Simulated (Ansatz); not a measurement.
A computed series for CdSe: pressure series

Base system: CdSe in the zinc blende structure (space group F-43m, No. 216; a = 6.1333 Å).

Cell and atoms are relaxed at each pressure.

Calculations: r2SCAN (Ansatz, an electronic-structure program), no SOC, earlier PAW set.

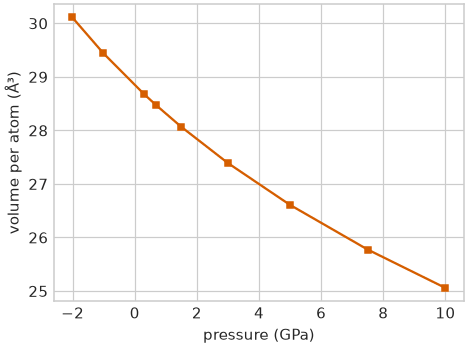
Fig. 1. Volume against pressure

Problem. Estimate the zero-pressure bulk modulus from the plot.

Solution. About 52 GPa; a third-order Birch–Murnaghan fit to the points gives V₀ = 28.84 Å³/atom, B₀ = 52 GPa and B₀′ = 4.5.

Between the base and pressure 5 GPa the gap moves from 1.03 eV to 1.21 eV, a mean slope of 35 meV/GPa.

Load acts through the strain it causes; cell and atoms are relaxed under it. Whether these cells are dynamically stable was not tested. Tetrahedral semiconductors of this kind turn to denser phases somewhere between about 1 and 50 GPa; those were not computed, so compressed cells here can lie past the real transition.
